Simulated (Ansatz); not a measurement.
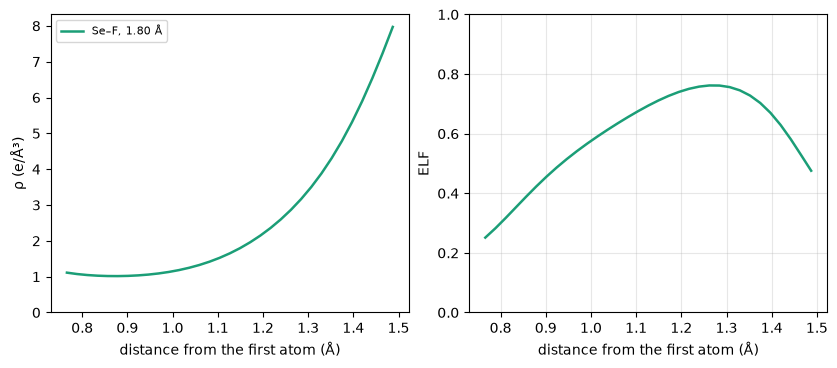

Figure. F$_{4}$Se (SMILES F[Se](F)(F)F) (triplet). Electron density and ELF along straight lines between neighbouring atoms. The curves leave out the atomic cores.

Geometry: B3LYP/6-31G*.

These are results of Ansatz, isolated molecule in a Gaussian basis; Kohn-Sham density functional theory, functional PBE0, not measurements.

```yaml
atoms:
  - { symbol: F, position_ang: [0.4619, -1.6330, 1.8052] }
  - { symbol: F, position_ang: [1.8068, 0.5278, 1.9534] }
  - { symbol: F, position_ang: [1.3849, 0.9604, -0.5234] }
  - { symbol: F, position_ang: [0.0395, -1.2001, -0.6715] }
  - { symbol: Se, position_ang: [0.9233, -0.3362, 0.6409] }
```

Question: What can be read from the curves?

Answer: Se–F (1.80 Å): ρ at the midpoint is about 1 e/Å³; the ELF peaks at about 0.75 in the valence shell of F, 0.5 Å from its nucleus, and is about 0.45 at the midpoint.
